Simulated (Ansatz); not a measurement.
ZnO: response to strain

Base system: ZnO in the wurtzite structure (space group P6_3mc, No. 186; a = 3.187 Å, c = 5.153 Å). Axes: x lies along a and z along c of the hexagonal cell.

Strains are applied to the cell and any free atomic positions relax; under biaxial strain the out-of-plane vector relaxes too.

Calculations: plane-wave PAW DFT at the LDA level (Ansatz, an electronic-structure program, 420 eV), no SOC.

Notes on the quantities. pressure: mean of the normal stresses, compression positive.

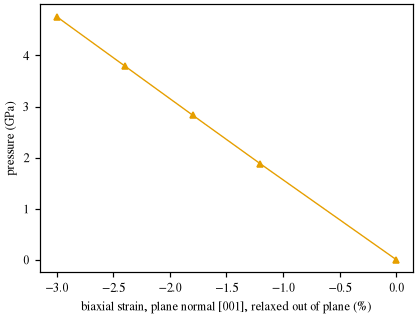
Fig. 1. Pressure against biaxial strain, plane normal [001], relaxed out of plane

| biaxial strain, plane normal [001], relaxed out of plane (%) | pressure |
|---|---|
| -3 | 4.76 GPa |
| -2.4 | 3.80 GPa |
| -1.8 | 2.83 GPa |
| -1.2 | 1.88 GPa |

Whether these cells are dynamically stable was not tested.
